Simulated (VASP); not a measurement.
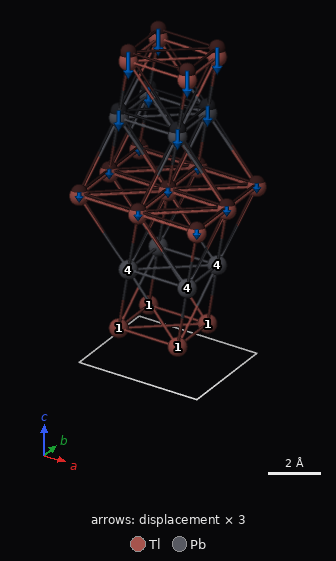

This is a relaxation of a slab of composition Tl$_{3}$Pb$_{2}$. The starting structure is drawn faded, the final one solid; blue arrows show the displacements, 3 times their true length.

Style: ball-and-stick. Shown: the 2 × 2 repeat of the cell, outlined in the plane, without the vacuum, slightly off an axis.

The run lets the atoms move in a fixed cell. 2 atoms are held fixed.

Theory: Kohn-Sham DFT of a periodic cell, PBEsol, VASP PAW PBE potentials, recommended (VASP 6.6.1).

Input file:
```
SYSTEM = Tl3Pb2
PREC = Accurate
ENCUT = 520
EDIFF = 1E-6
ISMEAR = 0
SIGMA = 0.05
LREAL = .FALSE.
LASPH = .TRUE.
NELM = 60
ALGO = Normal
ISIF = 2
LWAVE = .FALSE.
LCHARG = .FALSE.
LDIPOL = .TRUE.
IDIPOL = 3
DIPOL = 0.5 0.5 0.500
GGA = PS
IBRION = 2
NSW = 60
EDIFFG = -0.01
```

Command:
```bash
cat potpaw_PBE.64/Tl_d/POTCAR potpaw_PBE.64/Pb_d/POTCAR > POTCAR
mpirun -np 1 vasp_std > vasp.out
```

### Describe the change and its energy.

A Tl atom moves most: 0.37 Å along the normal (−c). By element the largest moves are Tl 0.37 Å, Pb 0.29 Å. The cell stays as it was. Near-neighbour distances that change, for instance: Pb–Tl 3.536 → 3.421 Å, Pb–Tl 3.536 → 3.466 Å. The energy falls by 33.7 meV per cell of the calculation in 15 geometry steps. Largest force component: 0.13 eV/Å at the start, 0.12 eV/Å at the end.
